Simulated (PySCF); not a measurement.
Vertical excitations of a molecule C2H7NSi2 from TDDFT-CAM-B3LYP/def2-SVPD (PySCF), as energy in eV (oscillator strength): 4.20 (0.000), 5.78 (0.001), 6.06 (0.019), 6.73 (0.007), 6.80 (0.083), 7.03 (0.005), 7.15 (0.084), 7.59 (0.034), 7.69 (0.016), 7.78 (0.020). Lowest triplet (TDA): 3.37 eV. Coordinates come from a B3LYP-D3(BJ)/def2-SVP optimisation. The values are those of a single conformer.

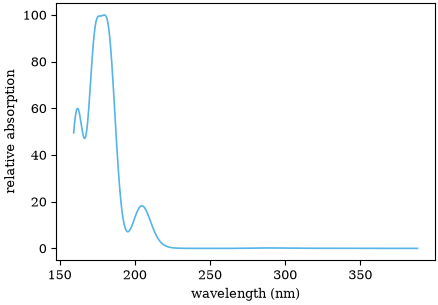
Figure. The lines broadened by 0.4 eV.

Identify the compound among the candidates.
(A) [SiH3][C@H]1N=C[SiH2]1
(B) N[Si@@H]1C=C[SiH2]1
(C) [SiH3]N1C=C[SiH2]1
(D) CC1=N[SiH2][SiH2]1

A, [SiH3][C@H]1N=C[SiH2]1
